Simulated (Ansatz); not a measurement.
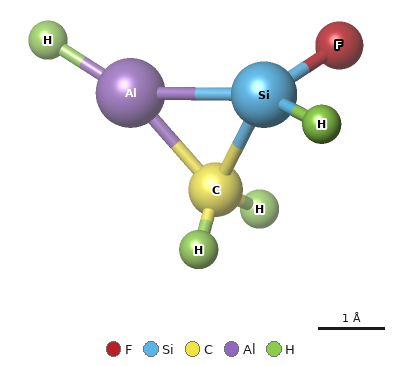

Starting structure of CH4AlFSi. The picture is a ball-and-stick view, seen from a free direction.

The run prepares the start of a later molecular dynamics calculation, from a guessed geometry.

Theory: RKS B3LYP-D4/def2-SVP in Ansatz.

The input:
```yaml
crystal:
  periodic: [false, false, false]
  atoms:
    - { symbol: F, position_ang: [-1.82217, 0.3492, 1.21857] }
    - { symbol: Si, position_ang: [-0.20855, 0.55688, 1.04758] }
    - { symbol: C, position_ang: [0.13247, 0.21317, -0.97027] }
    - { symbol: Al, position_ang: [0.71736, -1.3851, 0.03077] }
    - { symbol: H, position_ang: [-0.16209, 1.95916, 1.50756] }
    - { symbol: H, position_ang: [-0.73622, 0.34489, -1.6186] }
    - { symbol: H, position_ang: [0.91546, 0.87145, -1.36463] }
    - { symbol: H, position_ang: [1.16375, -2.90964, 0.14903] }
basis:
  gaussian: { orbitals: def2-SVP }
hamiltonian:
  xc: b3lyp
  dispersion: d4
relax:
  f_tol: 0.02
  max_steps: 40
scf:
  lower_state_search: "off"
```

Run as
```bash
ansatz run input.yaml --threads 1 --pin off --max-ram 2048MiB --backend cpu --events-out ev --progress --plain --runs-dir out
```

> What does the optimiser find from here?

The largest move after the best rigid fit is that of H5, 0.26 Å. By element the largest moves are H 0.26 Å, Si 0.20 Å, F 0.19 Å, Al 0.13 Å, C 0.11 Å. Near-neighbour distances that change, for instance: Si2–C3 2.075 → 1.912 Å, Si2–Al4 2.380 → 2.348 Å, Si2–H5 1.477 → 1.494 Å, C3–H7 1.096 → 1.110 Å. Bond angles that change, for instance: Al4–Si2–H5 153.6° → 135.1°, Si2–Al4–H8 149.1° → 165.8°, C3–Al4–H8 153.6° → 141.4°. The energy falls by 31.8 kJ/mol in 6 geometry steps. The largest force component goes from 1.6 to 0.018 eV/Å. Cost: 9.5 s on 1 thread of Intel(R) Xeon(R) 6975P-C (Granite Rapids) (shared host), peak memory 0.16 GiB.

The structure at the end:

```xyz
8

F    -1.9745    0.4663    1.2473
Si   -0.3685    0.5813    0.9321
C     0.0553    0.1895   -0.8912
Al    0.6982   -1.3604    0.1528
H     0.0898    1.8945    1.4773
H    -0.7012    0.2078   -1.6928
H     0.9066    0.8348   -1.1944
H     1.2944   -2.8138   -0.0310
```

The end point in the same view:

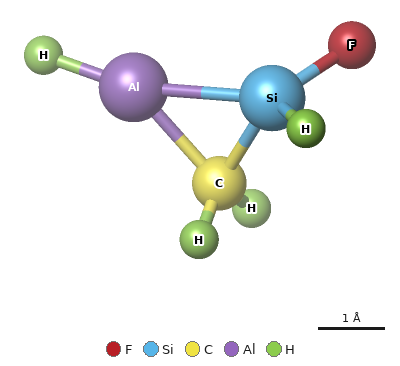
